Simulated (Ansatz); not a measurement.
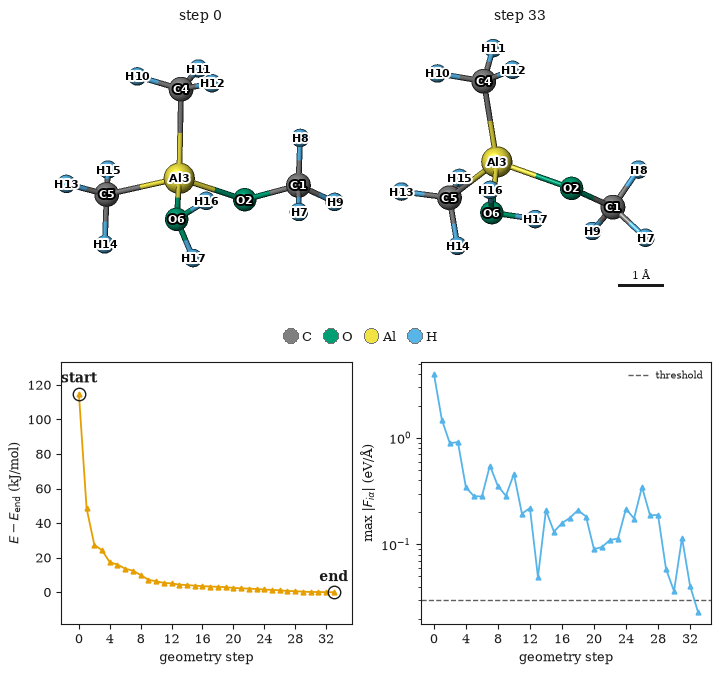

First and last geometry of a relaxation of C₃H₁₁AlO₂ (coarse preliminary run), with the history of the run. The picture is a ball-and-stick view, seen at a tilt.

The start comes from a force field.

Method: Ansatz 0.2.0, RKS PBE-D4/def2-SVP.

Input
```yaml
crystal:
  periodic: [false, false, false]
  atoms:
    - {symbol: C, position_ang: [-0.738700, -2.109400, 0.721800]}
    - {symbol: O, position_ang: [-1.321400, -0.975500, 0.003700]}
    - {symbol: Al, position_ang: [-0.118600, 0.418300, -0.066700]}
    - {symbol: C, position_ang: [1.657300, -0.171300, -0.965800]}
    - {symbol: C, position_ang: [-0.864300, 1.925500, -1.095300]}
    - {symbol: O, position_ang: [0.306500, 0.999600, 1.647600]}
    - {symbol: H, position_ang: [-0.543600, -1.793300, 1.771200]}
    - {symbol: H, position_ang: [0.160500, -2.448600, 0.203400]}
    - {symbol: H, position_ang: [-1.539500, -2.858800, 0.765000]}
    - {symbol: H, position_ang: [2.148800, 0.705500, -1.296000]}
    - {symbol: H, position_ang: [1.310600, -0.826800, -1.804500]}
    - {symbol: H, position_ang: [2.228000, -0.747200, -0.230800]}
    - {symbol: H, position_ang: [-0.188000, 2.796400, -1.124100]}
    - {symbol: H, position_ang: [-1.825700, 2.282000, -0.565400]}
    - {symbol: H, position_ang: [-1.094300, 1.585100, -2.107400]}
    - {symbol: H, position_ang: [0.926900, 0.330100, 2.028700]}
    - {symbol: H, position_ang: [-0.523500, 0.887800, 2.154800]}
basis:
  gaussian: {orbitals: def2-SVP}
hamiltonian: {xc: pbe, dispersion: d4}
relax: {f_tol: 0.03, max_steps: 200}
```

Launched with:
```bash
ansatz run in.yaml --threads 4 --pin off --events-out ev --progress --plain --max-ram 11315MiB
```

What do the curves and the structures tell?

Answer. It converged. The atom that moves furthest after the best rigid fit is H9 (1.67 Å). By element the largest moves are H 1.67 Å, O 1.32 Å, C 0.65 Å, Al 0.42 Å. Some distances before and after: Al3–O6 1.859 → 2.031 Å, Al3–C4 2.076 → 1.973 Å, C1–O2 1.463 → 1.401 Å, C4–H10 1.058 → 1.112 Å. Bond angles that change, for instance: O2–Al3–O6 110.5° → 78.7°, C1–O2–Al3 110.2° → 133.0°, Al3–O6–H17 104.4° → 81.9°. Groups turn about C1–O2 by about 145°, Al3–O6 by about 30°. The energy falls by 115.0 kJ/mol in 33 geometry steps. Largest force component: 4 eV/Å at the start, 0.023 eV/Å at the end. Cost: 57 s on 4 threads of Arm Neoverse V2, with other jobs on the host.
